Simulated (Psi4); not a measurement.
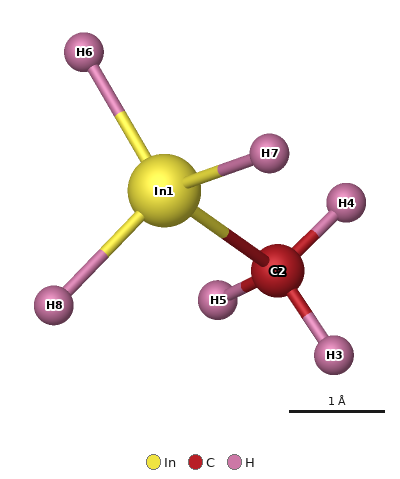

The input geometry (ball-and-stick view, seen at a tilt; atoms are numbered from 1 in the order of the input). Sticks mark near contacts.

# CH6In (charge −1): energy and gradient calculation

CH6In, charge −1, SMILES [H][In-]([H])([H])[CH3], computed with revPBE/def2-SVP, RKS, core potentials def2 (Psi4 1.11).

The geometry comes from this level: GFN1-xTB.

Output:
```
Psi4 1.11 release

gradient() will perform analytic gradient computation.

   => Loading Basis Set <=

    Name: DEF2-SVP
    Role: ORBITAL
    Keyword: BASIS

    !!!  WARNING: ECP capability is in beta. Please check occupations closely.  !!!

         ---------------------------------------------------------
                                   SCF
                              RKS Reference
                        1 Threads,   1525 MiB Core
         ---------------------------------------------------------

  ==> Geometry <==

    Molecular point group: c1
    Full point group: C1

    Geometry (in Angstrom), charge = -1, multiplicity = 1:

       Center              X                  Y                   Z               Mass
    ------------   -----------------  -----------------  -----------------  -----------------
         IN           0.000004549656     0.000012201853    -0.255370930387   114.903878776000
         C            0.000004549656     0.000012201853     2.033648069613    12.000000000000
         H            0.000004549656    -1.010313688966     2.468545754875     1.007825032230
         H           -0.875567738352     0.504590923262     2.468095859965     1.007825032230
         H            0.874366898309     0.505718353337     2.470148811461     1.007825032230
         H           -0.072851519397     1.664264634014    -0.834443852068     1.007825032230
         H           -1.403577023467    -0.895080411259    -0.837344450013     1.007825032230
         H            1.477051947069    -0.770716250124    -0.834018883236     1.007825032230

  Running in c1 symmetry.

  Rotational constants: A =      1.46929  B =      0.20215  C =      0.20212 [cm^-1]
  Rotational constants: A =  44048.33827  B =   6060.20135  C =   6059.48044 [MHz]
  Nuclear repulsion =   73.746350830919368

  Charge       = -1
  Multiplicity = 1
  Electrons    = 34
  Nalpha       = 17
  Nbeta        = 17

  ==> Algorithm <==

  SCF Algorithm Type is PK.
  DIIS enabled.
  MOM disabled.
  Fractional occupation disabled.
  Guess Type is SAD.
  Energy threshold   = 1.00e-09
  Density threshold  = 1.00e-08
  Integral threshold = 1.00e-12

  ==> Primary Basis <==

  Basis Set: DEF2-SVP
    Blend: DEF2-SVP
    Number of shells: 34
    Number of basis functions: 70
    Number of Cartesian functions: 73
    Spherical Harmonics?: true
    Max angular momentum: 2

  Core potential: DEF2-SVP
    Number of shells: 4
    Number of ECP primitives: 18
    Number of ECP core electrons: 28
    Max angular momentum: 3

  ==> DFT Potential <==

   => LibXC <=

    Version 7.1.2

   => Composite Functional: REVPBE <=

    revPBE GGA Exchange-Correlation Functional

    Deriv               =              1
    GGA                 =           TRUE
    Meta                =          FALSE

    Exchange Hybrid     =          FALSE
    MP2 Hybrid          =          FALSE

   => Exchange Functionals <=

    1.0000   XC_GGA_X_PBE_R

   => Correlation Functionals <=

    1.0000     XC_GGA_C_PBE

   => LibXC Density Thresholds  <==

    XC_GGA_C_PBE:  1.00E-12
    XC_GGA_X_PBE_R:  1.00E-15

   => Molecular Quadrature <=

    Radial Scheme          =       TREUTLER
    Pruning Scheme         =           NONE
    Nuclear Scheme         =       TREUTLER

    Blocking Scheme        =         OCTREE
    BS radius alpha        =              1
    Pruning alpha          =              1
    Radial Points          =             99
    Spherical Points       =            590
    Total Points           =         445620
    Total Blocks           =           3186
    Max Points             =            256
    Max Functions          =             70
    Weights Tolerance      =       1.00E-15

  ==> Integral Setup <==

  Using in-core PK algorithm.
   Calculation information:
      Number of atoms:                   8
      Number of AO shells:              34
      Number of primitives:             65
      Number of atomic orbitals:        73
      Number of basis functions:        70

      Integral cutoff                 1.00e-12
      Number of threads:                 1

  Performing in-core PK
  Using 6177710 doubles for integral storage.
  We computed 174500 shell quartets total.
  Whereas there are 177310 unique shell quartets.

  ==> DiskJK: Disk-Based J/K Matrices <==

    J tasked:                  Yes
    K tasked:                   No
    wK tasked:                  No
    Memory [MiB]:              383
    Schwarz Cutoff:          1E-12

  Cached 100.0% of DFT collocation blocks in 0.743 [GiB].

  Minimum eigenvalue in the overlap matrix is 1.4578173784E-02.
  Reciprocal condition number of the overlap matrix is 2.8301838064E-03.
    Using symmetric orthogonalization.

  ==> Pre-Iterations <==

  SCF Guess: Superposition of Atomic Densities via on-the-fly atomic UHF (no occupation information).

   -------------------------
    Irrep   Nso     Nmo
   -------------------------
     A         70      70
   -------------------------
    Total      70      70
   -------------------------

  ==> Iterations <==

                        Total Energy        Delta E     RMS |[F,P]|

   @RKS iter SAD:  -230.57349694526363   -2.30573e+02   0.00000e+00
   @RKS iter   1:  -231.35721049600767   -7.83714e-01   1.25990e-02 ADIIS/DIIS
   @RKS iter   2:  -230.39043104880986    9.66779e-01   1.87819e-02 ADIIS/DIIS
   @RKS iter   3:  -231.81070205319855   -1.42027e+00   2.07237e-03 ADIIS/DIIS
   @RKS iter   4:  -231.82742642373540   -1.67244e-02   1.05354e-03 ADIIS/DIIS
   @RKS iter   5:  -231.83164391650030   -4.21749e-03   2.95483e-04 ADIIS/DIIS
   @RKS iter   6:  -231.83186953199822   -2.25615e-04   4.21344e-05 DIIS
   @RKS iter   7:  -231.83187549523444   -5.96324e-06   4.40765e-06 DIIS
   @RKS iter   8:  -231.83187557222575   -7.69913e-08   4.73380e-07 DIIS
   @RKS iter   9:  -231.83187557319010   -9.64349e-10   9.49457e-08 DIIS
   @RKS iter  10:  -231.83187557322751   -3.74030e-11   2.63737e-08 DIIS
   @RKS iter  11:  -231.83187557323134   -3.83693e-12   4.05066e-09 DIIS
  Energy and wave function converged.

  ==> Post-Iterations <==

   Electrons on quadrature grid:
      Ntotal   =   33.9999995577 ; deviation = -4.423e-07

    Orbital Energies [Eh]
    ---------------------

    Doubly Occupied:

       1A     -9.705024     2A     -4.241682     3A     -2.681714
       4A     -2.681705     5A     -2.681073     6A     -0.452346
       7A     -0.449715     8A     -0.449703     9A     -0.442538
      10A     -0.442523    11A     -0.404782    12A     -0.167771
      13A     -0.153560    14A     -0.153506    15A     -0.031677
      16A     -0.031551    17A     -0.023381

    Virtual:

      18A      0.178037    19A      0.219171    20A      0.219301
      21A      0.238278    22A      0.251771    23A      0.279451
      24A      0.279599    25A      0.349322    26A      0.349722
      27A      0.349731    28A      0.403604    29A      0.490652
      30A      0.490665    31A      0.608550    32A      0.608701
      33A      0.612395    34A      0.697052    35A      0.697161
      36A      0.760805    37A      0.805810    38A      0.808035
      39A      0.808091    40A      0.857575    41A      0.927772
      42A      0.928017    43A      1.029781    44A      1.316997
      45A      1.317114    46A      1.552582    47A      1.645265
      48A      1.645628    49A      1.665340    50A      1.711483
      51A      1.783377    52A      1.783682    53A      1.830788
      54A      1.906137    55A      1.906457    56A      1.941222
      57A      2.028068    58A      2.028422    59A      2.060444
      60A      2.060968    61A      2.397309    62A      2.531440
      63A      2.531669    64A      2.742664    65A      3.042558
      66A      3.042968    67A     16.482666    68A     16.483844
      69A     16.858811    70A     61.297090

    Final Occupation by Irrep:
              A
    DOCC [    17 ]
    NA   [    17 ]
    NB   [    17 ]

  @RKS Final Energy:  -231.83187557323134

   => Energetics <=

    Nuclear Repulsion Energy =             73.7463508309193685
    One-Electron Energy =                -543.4302454887549629
    Two-Electron Energy =                 262.3774144997238409
    DFT Exchange-Correlation Energy =     -24.5253954151195899
    Empirical Dispersion Energy =           0.0000000000000000
    VV10 Nonlocal Energy =                  0.0000000000000000
    Total Energy =                       -231.8318755732313434

Computation Completed

Properties will be evaluated at   0.000000,   0.000000,   0.000000 [a0]

Properties computed using the SCF density matrix

 Multipole Moments:

 ------------------------------------------------------------------------------------
     Multipole            Electronic (a.u.)      Nuclear  (a.u.)        Total (a.u.)
 ------------------------------------------------------------------------------------

 L = 1.  Multiply by 2.5417464519 to convert [e a0] to [Debye]
 Dipole X            :         -0.0002653           -0.0008505           -0.0011157
 Dipole Y            :          0.0029235           -0.0022809            0.0006426
 Dipole Z            :        -21.9023321           22.1855399            0.2832078
 Magnitude           :                                                    0.2832107

 ------------------------------------------------------------------------------------

	total time  =          9 seconds =       0.15 minutes

         ------------------------------------------------------------
                                   SCF GRAD
         ------------------------------------------------------------

  ==> Geometry <==

    Molecular point group: c1
    Full point group: C1

    Geometry (in Angstrom), charge = -1, multiplicity = 1:

       Center              X                  Y                   Z               Mass
    ------------   -----------------  -----------------  -----------------  -----------------
         IN           0.000004549656     0.000012201853    -0.255370930387   114.903878776000
         C            0.000004549656     0.000012201853     2.033648069613    12.000000000000
         H            0.000004549656    -1.010313688966     2.468545754875     1.007825032230
         H           -0.875567738352     0.504590923262     2.468095859965     1.007825032230
         H            0.874366898309     0.505718353337     2.470148811461     1.007825032230
         H           -0.072851519397     1.664264634014    -0.834443852068     1.007825032230
         H           -1.403577023467    -0.895080411259    -0.837344450013     1.007825032230
         H            1.477051947069    -0.770716250124    -0.834018883236     1.007825032230

  Nuclear repulsion =   73.746350830919368

  ==> Basis Set <==

  Basis Set: DEF2-SVP
    Blend: DEF2-SVP
    Number of shells: 34
    Number of basis functions: 70
    Number of Cartesian functions: 73
    Spherical Harmonics?: true
    Max angular momentum: 2

  Core potential: DEF2-SVP
    Number of shells: 4
    Number of ECP primitives: 18
    Number of ECP core electrons: 28
    Max angular momentum: 3

  ==> DirectJKGrad: Integral-Direct SCF Gradients <==

    Gradient:                    1
    J tasked:                  Yes
    K tasked:                   No
    wK tasked:                  No
    Integrals threads:           1
    Schwarz Cutoff:          1E-12

  ==> DFT Potential <==

   => LibXC <=

    Version 7.1.2

   => Composite Functional: REVPBE <=

    revPBE GGA Exchange-Correlation Functional

    Deriv               =              1
    GGA                 =           TRUE
    Meta                =          FALSE

    Exchange Hybrid     =          FALSE
    MP2 Hybrid          =          FALSE

   => Exchange Functionals <=

    1.0000   XC_GGA_X_PBE_R

   => Correlation Functionals <=

    1.0000     XC_GGA_C_PBE

   => LibXC Density Thresholds  <==

    XC_GGA_C_PBE:  1.00E-12
    XC_GGA_X_PBE_R:  1.00E-15

   => Molecular Quadrature <=

    Radial Scheme          =       TREUTLER
    Pruning Scheme         =           NONE
    Nuclear Scheme         =       TREUTLER

    Blocking Scheme        =         OCTREE
    BS radius alpha        =              1
    Pruning alpha          =              1
    Radial Points          =             99
    Spherical Points       =            590
    Total Points           =         445620
    Total Blocks           =           3186
    Max Points             =            256
    Max Functions          =             70
    Weights Tolerance      =       1.00E-15

  -Total Gradient:
     Atom            X                  Y                   Z
    ------   -----------------  -----------------  -----------------
       1       -0.000072144774    -0.000001511958    -0.010148112205
       2       -0.000102272721    -0.000112409933     0.004299331131
       3       -0.000035624306     0.010062501209    -0.000760042323
       4        0.008717913192    -0.004996228525    -0.000758309351
       5       -0.008513964664    -0.004932717806    -0.000613721649
       6        0.000357048731    -0.008951045053     0.002670735475
       7        0.007616735470     0.004811665046     0.002637125235
       8       -0.007967180855     0.004120100742     0.002672518943

	total time  =          2 seconds =       0.03 minutes

Properties will be evaluated at   0.000000,   0.000000,   0.000000 [a0]

Properties computed using the REVPBE density matrix

 Multipole Moments:

 ------------------------------------------------------------------------------------
     Multipole            Electronic (a.u.)      Nuclear  (a.u.)        Total (a.u.)
 ------------------------------------------------------------------------------------

 L = 1.  Multiply by 2.5417464519 to convert [e a0] to [Debye]
 Dipole X            :         -0.0002653           -0.0008505           -0.0011157
 Dipole Y            :          0.0029235           -0.0022809            0.0006426
 Dipole Z            :        -21.9023321           22.1855399            0.2832078
 Magnitude           :                                                    0.2832107

 ------------------------------------------------------------------------------------
  Mulliken Charges: (a.u.)
   Center  Symbol    Alpha    Beta     Spin     Total
       1    IN    10.51075 10.51075  0.00000 -0.02149
       2     C     3.13199  3.13199  0.00000 -0.26399
       3     H     0.51390  0.51390  0.00000 -0.02780
       4     H     0.51391  0.51391  0.00000 -0.02782
       5     H     0.51392  0.51392  0.00000 -0.02783
       6     H     0.60517  0.60517  0.00000 -0.21033
       7     H     0.60517  0.60517  0.00000 -0.21034
       8     H     0.60520  0.60520  0.00000 -0.21039

   Total alpha = 17.00000, Total beta = 17.00000, Total charge = -1.00000

  Lowdin Charges: (a.u.)
   Center  Symbol    Alpha    Beta     Spin     Total
       1    IN    10.59600 10.59600  0.00000 -0.19200
       2     C     3.14879  3.14879  0.00000 -0.29758
       3     H     0.50171  0.50171  0.00000 -0.00342
       4     H     0.50171  0.50171  0.00000 -0.00342
       5     H     0.50169  0.50169  0.00000 -0.00338
       6     H     0.58336  0.58336  0.00000 -0.16671
       7     H     0.58337  0.58337  0.00000 -0.16673
       8     H     0.58338  0.58338  0.00000 -0.16676

  Total alpha = 17.00000, Total beta = 17.00000, Total charge = -1.00000
```

Standard output:
```
gradient / Eh bohr^-1
[[-7.2000e-05 -2.0000e-06 -1.0148e-02]
 [-1.0200e-04 -1.1200e-04  4.2990e-03]
 [-3.6000e-05  1.0063e-02 -7.6000e-04]
 [ 8.7180e-03 -4.9960e-03 -7.5800e-04]
 [-8.5140e-03 -4.9330e-03 -6.1400e-04]
 [ 3.5700e-04 -8.9510e-03  2.6710e-03]
 [ 7.6170e-03  4.8120e-03  2.6370e-03]
 [-7.9670e-03  4.1200e-03  2.6730e-03]]
energy = -231.8318755732 Eh
CURRENT ENERGY                                   -231.8318755732
CURRENT REFERENCE ENERGY                         -231.8318755732
DD SOLVATION ENERGY                                 0.0000000000
DFT FUNCTIONAL TOTAL ENERGY                      -231.8318755732
DFT TOTAL ENERGY                                 -231.8318755732
DFT VV10 ENERGY                                     0.0000000000
DFT XC ENERGY                                     -24.5253954151
GRID ELECTRONS ALPHA                               16.9999997789
GRID ELECTRONS BETA                                16.9999997789
GRID ELECTRONS TOTAL                               33.9999995577
NUCLEAR REPULSION ENERGY                           73.7463508309
ONE-ELECTRON ENERGY                              -543.4302454888
PCM POLARIZATION ENERGY                             0.0000000000
PE ENERGY                                           0.0000000000
SCF ITERATION ENERGY                             -231.8318755732
SCF ITERATIONS                                     11.0000000000
SCF TOTAL ENERGY                                 -231.8318755732
TWO-ELECTRON ENERGY                               262.3774144997
XC GRID RADIAL POINTS                              99.0000000000
XC GRID SPHERICAL POINTS                          590.0000000000
XC GRID TOTAL POINTS                           445620.0000000000
```

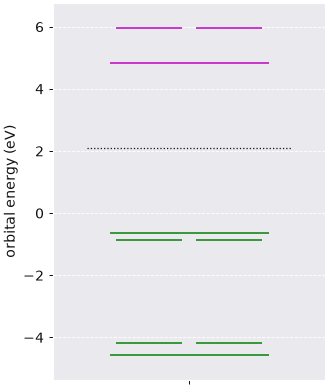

Orbital energies near the frontier; the dotted line parts filled from empty levels, and levels within 0.02 eV of each other stand side by side. Highest filled −0.64 eV, lowest empty 4.84 eV, 5.48 eV apart.

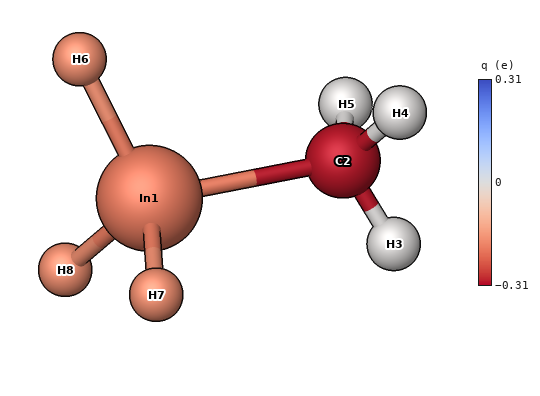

Löwdin charges, as the colour of each atom (ball-and-stick view, seen at a tilt; atoms are numbered from 1 in the order of the input). By element: In −0.19, C −0.30 and H −0.17 to 0.00 e.

The run was set up as follows.

Input file (ch6in.py):
```python
import psi4

psi4.set_memory('1600 MB')
psi4.set_num_threads(1)
psi4.set_output_file('ch6in.out', False)

geom = psi4.geometry("""
-1 1
In
C 1 2.289019
H 2 1.099952 1 113.2896
H 2 1.099987 3 105.37758 1 124.35681
H 2 1.100355 3 105.3844 4 111.14556
H 1 1.763624 2 109.16821 3 177.49336
H 1 1.763498 6 109.73874 2 119.73048
H 1 1.763668 7 109.6625 6 -120.72745
units angstrom
symmetry c1
no_reorient
no_com
""")

options = {'basis': 'def2-SVP', 'puream': True, 'e_convergence': 1e-09, 'd_convergence': 1e-08, 'scf_type': 'pk', 'dft_radial_points': 99, 'dft_spherical_points': 590}
psi4.set_options(options)

e_tot, wfn = psi4.gradient("revpbe", return_wfn=True)
psi4.oeprop(wfn, "DIPOLE", "MULLIKEN_CHARGES", "LOWDIN_CHARGES", title="REVPBE")
print('gradient / Eh bohr^-1')
print(e_tot.np.round(6))
print(f'energy = {wfn.energy():.10f} Eh')
for k, v in sorted(psi4.core.scalar_variables().items()):
    print(f'{k:45s} {v:18.10f}')
```

Launched with:
```bash
python ch6in.py
```

Summary:

```json
{"quantity": "outcome", "value": "converged"}
{"quantity": "total energy", "value": "−231.831876 hartree"}
{"quantity": "basis functions", "value": "70"}
{"quantity": "largest force", "value": "0.522 eV/Å"}
{"quantity": "HOMO", "value": "−0.64 eV"}
{"quantity": "LUMO", "value": "4.84 eV"}
{"quantity": "hardware", "value": "1 thread of Intel Xeon (Granite Rapids), 64 GiB of memory available, shared host"}
{"quantity": "wall time", "value": "12 s"}
{"quantity": "peak memory", "value": "1.1 GiB"}
```
